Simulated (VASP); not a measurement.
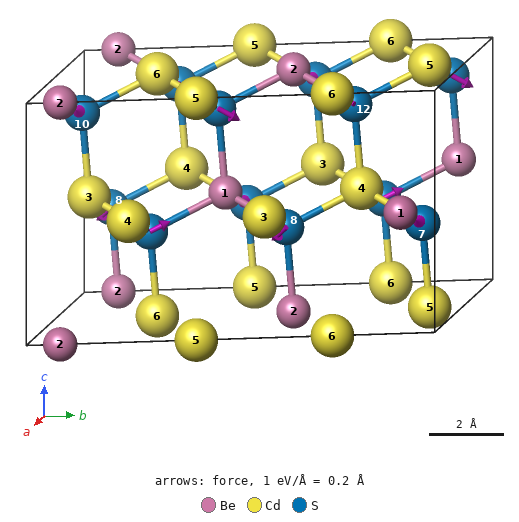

Starting geometry of a crystal of BeCd₂S₃ (a generated structure, set up in Cc) with the computed forces as purple arrows. Style: ball-and-stick. Shown: the conventional cell (2 times the calculation's cell), from a free direction. Lengths and directions refer to the drawn axes.

The run lets cell and atoms move.

Computed with VASP, Kohn-Sham DFT of a periodic cell, PBE, VASP PAW PBE potentials, recommended.

Input
```
SYSTEM = BeCd2S3
  PREC = Normal
  ENCUT = 520
  EDIFF = 1E-4
  ISMEAR = 0
  SIGMA = 0.15
  LREAL = Auto
  LASPH = .TRUE.
  NELM = 60
  ALGO = Fast
  ISIF = 3
  LWAVE = .FALSE.
  LCHARG = .FALSE.
  GGA = PE
  IBRION = 2
  NSW = 24
  EDIFFG = -0.08
```

Run as
```bash
cat potpaw_PBE.64/Be/POTCAR potpaw_PBE.64/Cd/POTCAR potpaw_PBE.64/S/POTCAR > POTCAR
mpirun -np 1 vasp_std > vasp.out
```

### Is this structure relaxed? If not, where do the atoms go?

It isn't relaxed: the largest force vector, on S atoms, is 3.66 eV/Å. The atoms end up moving mostly along the starting forces (cosine between the two patterns 0.96). The largest moves relative to the cell, 0.37 Å, are those of S atoms. Largest moves by element: S 0.37 Å, Be 0.10 Å, Cd 0.10 Å. Cell: a 6.650 → 6.791 Å (+2.1 %), b 11.520 → 11.948 Å (+3.7 %), c 6.650 → 6.687 Å (+0.6 %), β 109.4° → 107.9°. Volume +7.4 %. Among the contacts that change: Be–S 2.351 → 2.122 Å, Cd–S 2.352 → 2.575 Å, Cd–S 2.352 → 2.550 Å, Be–S 2.350 → 2.157 Å. Bond angles that change, for instance: Cd–S–Cd 109.4° → 96.3°, Be–S–Be 109.5° → 121.1°, S–Cd–S 109.5° → 121.2°. The space group stays Cc (No. 9). Over 10 geometry steps the energy falls by 329 meV per atom. The largest force component goes from 3 to 0.06 eV/Å. Pressure: 11.91 GPa at the start and −0.23 GPa at the end. It ran on 1 thread of Intel(R) Xeon(R) Platinum 8259CL CPU @ 2.50GHz (Skylake/Cascade Lake), with other jobs on the host.
